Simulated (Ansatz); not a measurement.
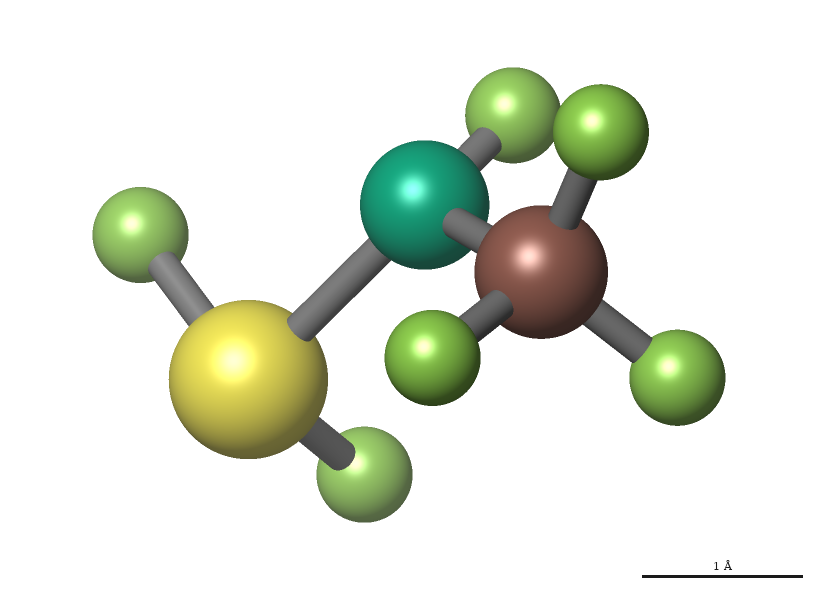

Ball-and-stick drawing of a structure. Colours: carbon brown, nitrogen teal, phosphorus yellow, hydrogen green.

Describe the molecule.

It has 9 atoms: 1 carbon, 6 hydrogen, 1 nitrogen and 1 phosphorus (CH6NP). SMILES: `CNP`. It has no ring. The point group is C1. Coordination, clear cases only: 1 C tetrahedral; 1 P trigonal pyramidal.

The parts below concern this one geometry. Atoms keep their numbers from picture to picture. The computed structure is the end point of a PBE0-D4/def2-TZVP optimisation.

## Geometry

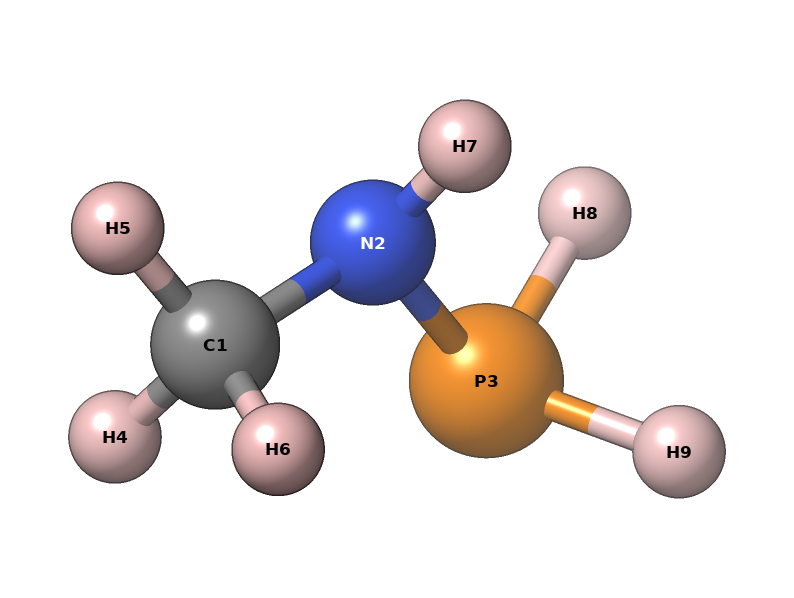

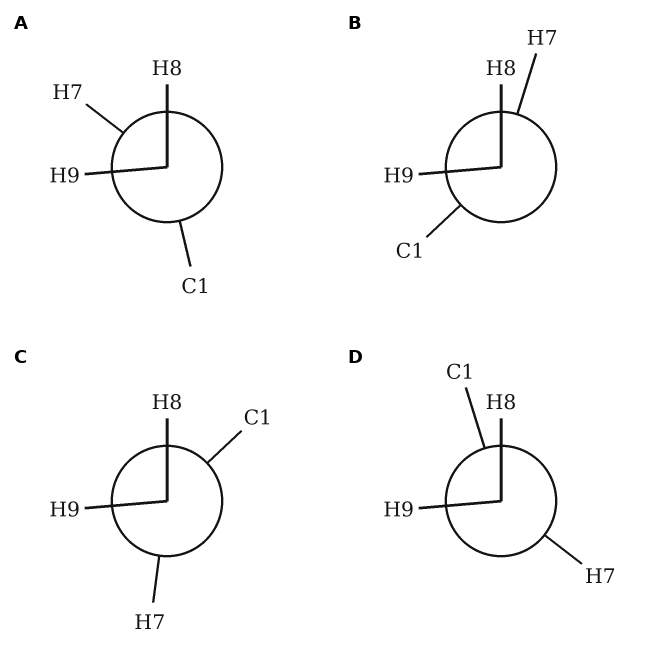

Depth is shown by fading: the farther an atom, the more it takes the colour of the background. Bonds that would overlap in a projection are set slightly apart.

Question: Which Newman projection shows the view along P3–N2, with P3 in front?

Answer: A. The torsion angle H8–P3–N2–C1 is 167°, antiperiplanar (anti).

## Levels of theory compared

Program: Ansatz 0.2.0.

Tabulate vertical IP (eV) at these levels: B2PLYP (frozen core)/def2-TZVPP; B3LYP-D4/def2-TZVPP; CCSD(T)/CBS (MP2 limit from def2-TZVPP and def2-QZVPP plus CCSD(T) − MP2); PBE-D4/def2-TZVPP; PBE0-D4/def2-TZVPP; r2SCAN-D4/def2-TZVPP; ωB97M-V/def2-TZVPP; ωB97X-V/def2-TZVPP.

```csv
level,vertical IP (eV)
B2PLYP (frozen core)/def2-TZVPP,9.13
B3LYP-D4/def2-TZVPP,9.07
CCSD(T)/CBS (MP2 limit from def2-TZVPP and def2-QZVPP plus CCSD(T) − MP2),9.35
PBE-D4/def2-TZVPP,8.82
PBE0-D4/def2-TZVPP,9.02
r2SCAN-D4/def2-TZVPP,8.88
ωB97M-V/def2-TZVPP,9.16
ωB97X-V/def2-TZVPP,9.17
```

## Dipole moment

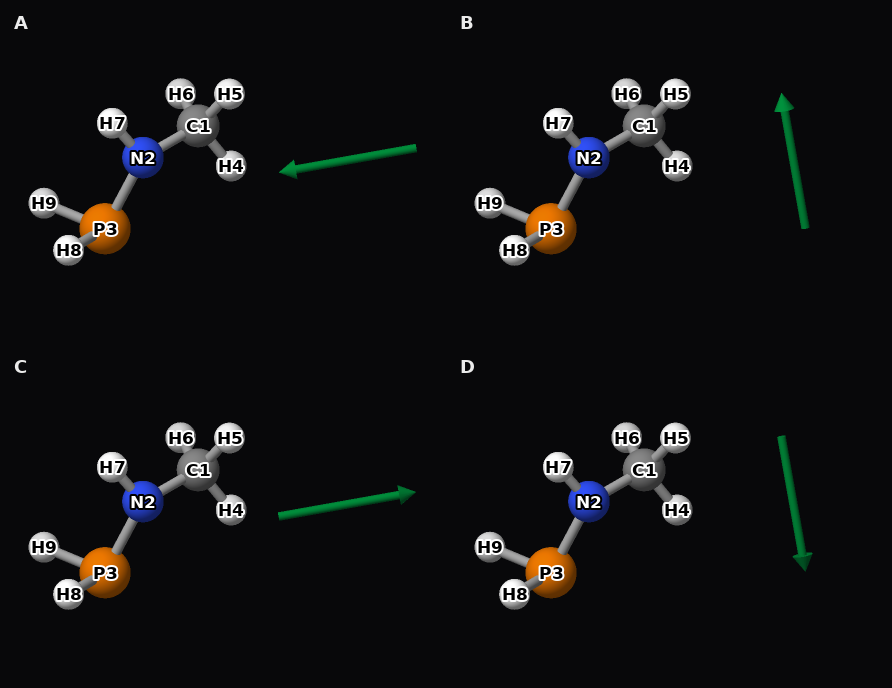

The same molecule four times, each with an arrow. Properties computed with RKS r2SCAN-D4/def2-TZVPP (Ansatz 0.2.0).

Question: Which arrow points along the dipole moment, from the negative to the positive end?

Answer: B. The dipole moment is 1.62 D; it points from the side of P3, H8 to the side of H5, H6, H7 (the outermost atoms at the two ends).

## Vibrations

Harmonic vibrations computed with RKS PBE0-D4/def2-TZVP (Ansatz 0.2.0) at a stationary point of the same level.

Question: List the wavenumbers.

Answer: 21 modes: 144, 195, 320, 569, 785, 893, 911, 1116, 1134, 1147, 1177, 1414, 1451, 1484, 1515, 2295, 2399, 2999, 3078, 3122, 3599 cm⁻¹.
